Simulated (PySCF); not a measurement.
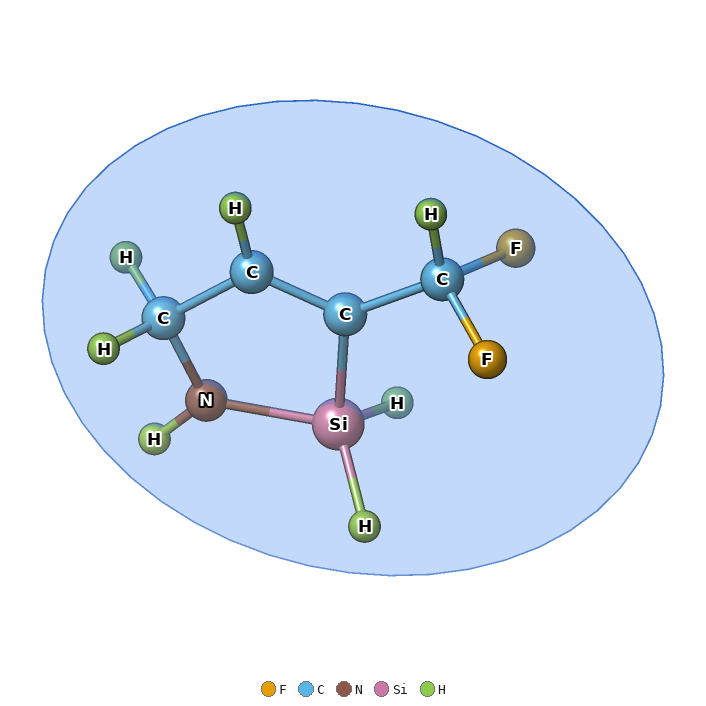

All proper rotation axes (lines) and mirror planes (discs) of the structure are drawn in. Atoms fade into the background with distance from the viewer. The geometry was computed by an optimisation with GFN2-xTB. No frequency run is at hand to confirm it as a minimum.

Question: Name the symmetry elements and the point group.

Answer: It has 1 mirror plane. Point group Cs. The group has 2 operations. The geometry is achiral, and symmetry allows a dipole moment.
